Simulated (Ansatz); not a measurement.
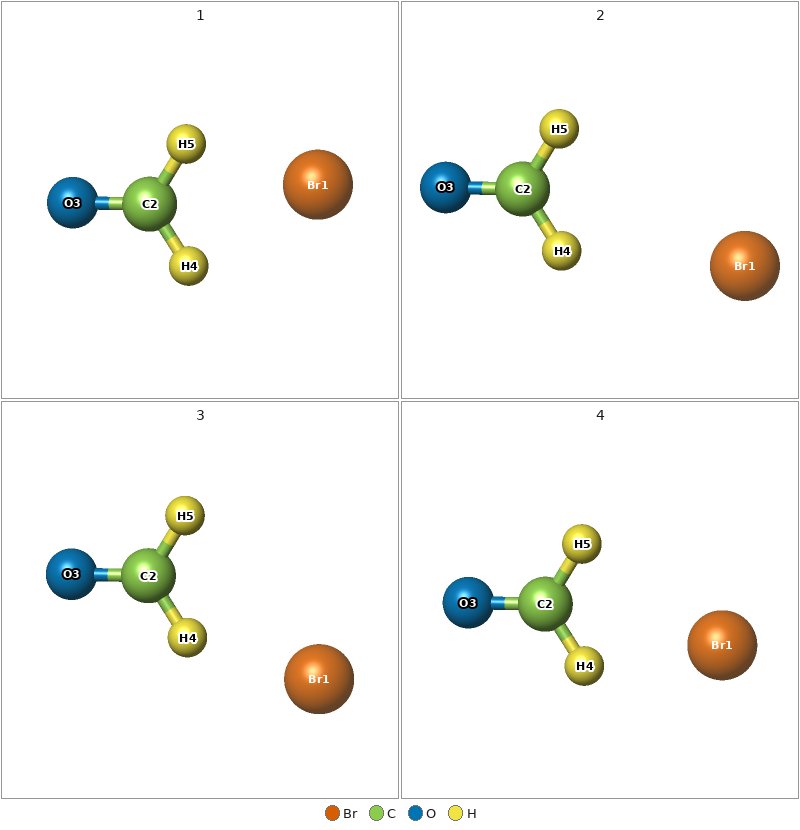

The pair Br···CH₂O, charge −1. Coordinates scanned: (1) separation of C2 and Br1 along their line in the relaxed pair; (2) sideways slip of Br1. Nothing is relaxed (both partners rigid). The grid has 15 × 15 points; 120 points were computed and 105 follow by symmetry. Points are written as (first, second). Energies: kJ/mol, counted from the lowest grid point. The calculation used Ansatz 0.2.0, RKS PBE0-D4/def2-SVPD.

The numbered pictures are structures from this grid.

Q: Which is the most stable, and how do the others follow?

A: 1, at (3.089 Å, 0.000 Å): 0.0 kJ/mol; 4, at (3.226 Å, −0.943 Å): 3.8 kJ/mol; 3, at (3.089 Å, −1.886 Å): 9.7 kJ/mol; 2, at (4.043 Å, −1.571 Å): 20.5 kJ/mol.

The map, with the structures marked:

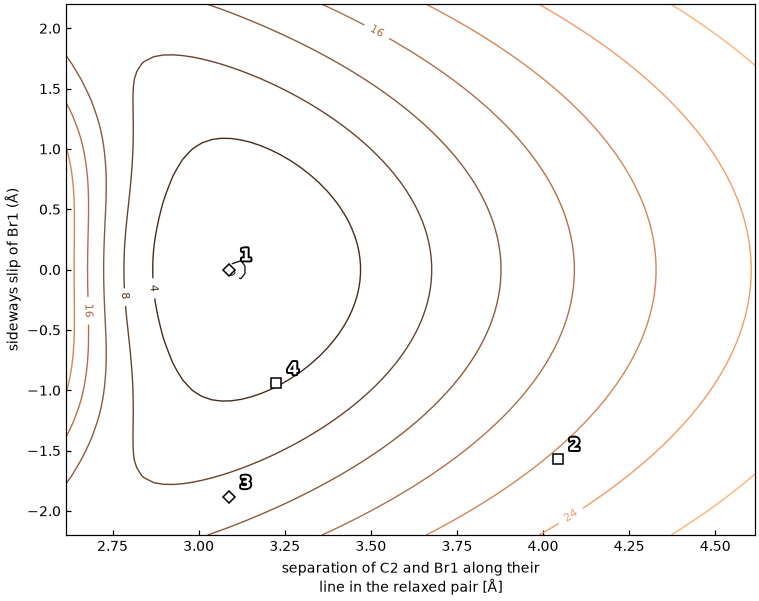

Drawn: contour lines labelled in kJ/mol. Between grid points the surface is interpolated.
